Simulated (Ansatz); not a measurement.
## Response to strain in Hf

Start from Hf in the hcp (Mg type) structure (space group P6_3/mmc, No. 194; relaxed with 0.1 eV smearing).

```
Hf
1.0
    3.11736     0.00000     0.00000
   -1.55868     2.69972     0.00000
    0.00000     0.00000     4.95007
Hf
2
Direct
  0.66667   0.33333   0.75000
  0.33333   0.66667   0.25000
```

Cartesian axes are those of the cell as printed.

Strains are applied to the cell and any free atomic positions relax.

Level of theory: plane-wave PAW DFT at the LDA level (Ansatz, a first-principles code, 420 eV), without spin-orbit coupling.

Notes on the quantities. energy relative to the base: free energy F.

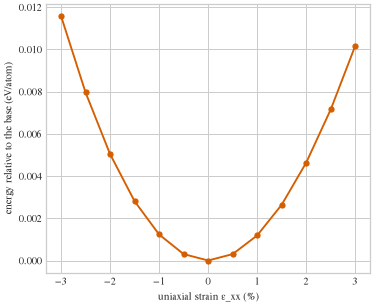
Fig. 1. Energy relative to the base against uniaxial strain ε_xx

```json
[
 {"uniaxial strain ε_xx (%)": "-3", "energy relative to the base": "+12 meV/atom"},
 {"uniaxial strain ε_xx (%)": "-2.5", "energy relative to the base": "+8.0 meV/atom"},
 {"uniaxial strain ε_xx (%)": "-2", "energy relative to the base": "+5.0 meV/atom"},
 {"uniaxial strain ε_xx (%)": "-1.5", "energy relative to the base": "+2.8 meV/atom"},
 {"uniaxial strain ε_xx (%)": "-1", "energy relative to the base": "+1.2 meV/atom"},
 {"uniaxial strain ε_xx (%)": "-0.5", "energy relative to the base": "+0.3 meV/atom"},
 {"uniaxial strain ε_xx (%)": "0.5", "energy relative to the base": "+0.3 meV/atom"},
 {"uniaxial strain ε_xx (%)": "1", "energy relative to the base": "+1.2 meV/atom"},
 {"uniaxial strain ε_xx (%)": "1.5", "energy relative to the base": "+2.6 meV/atom"},
 {"uniaxial strain ε_xx (%)": "2", "energy relative to the base": "+4.6 meV/atom"},
 {"uniaxial strain ε_xx (%)": "2.5", "energy relative to the base": "+7.2 meV/atom"},
 {"uniaxial strain ε_xx (%)": "3", "energy relative to the base": "+10 meV/atom"}
]
```

Whether these cells are dynamically stable was not tested. The final runs are not spin-polarised.
